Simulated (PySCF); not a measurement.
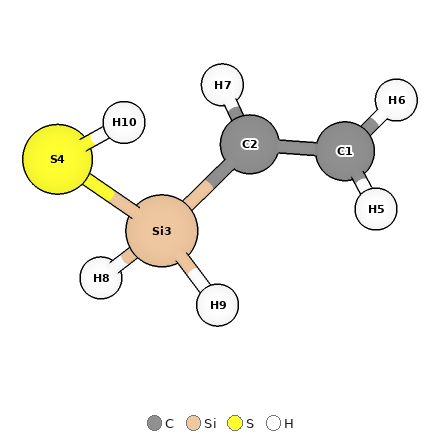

C₂H₆SSi, SMILES C=C[SiH2]S. Vertical core-electron binding energies by ΔSCF (SCAN, pcX-2 on the ionised atom, pcseg-1 elsewhere, spin-free X2C; PySCF 2.14.0, at a PBE0-D3(BJ)/def2-SVP geometry (no frequency check)), gas phase, against the vacuum level. One atom of each kind was ionised; within a panel, areas follow the number of like atoms and 2j + 1 (2p levels are split by first-order spin-orbit coupling, an approximation), each panel is scaled alone, Gaussians of 0.6 eV full width. Only the regions named are shown.

> Predict the S 2p and Si 2p photoelectron lines.

| level | atoms | binding energy (eV) |
| --- | --- | --- |
| S 2p1/2 | S4 | 170.5 |
| S 2p3/2 | S4 | 169.2 |
| Si 2p1/2 | Si3 | 107.7 |
| Si 2p3/2 | Si3 | 107.1 |

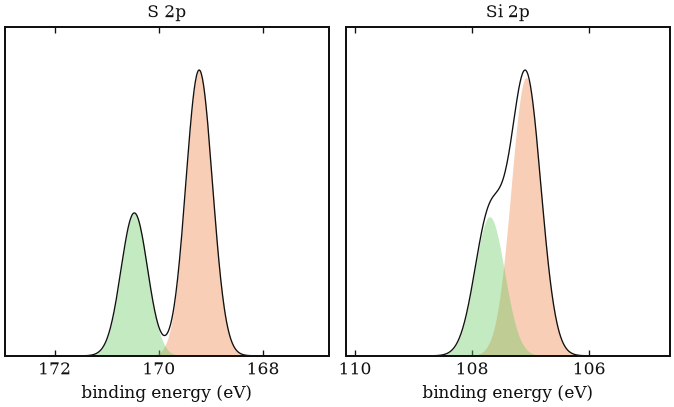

Caveats: one conformer of a flexible molecule.
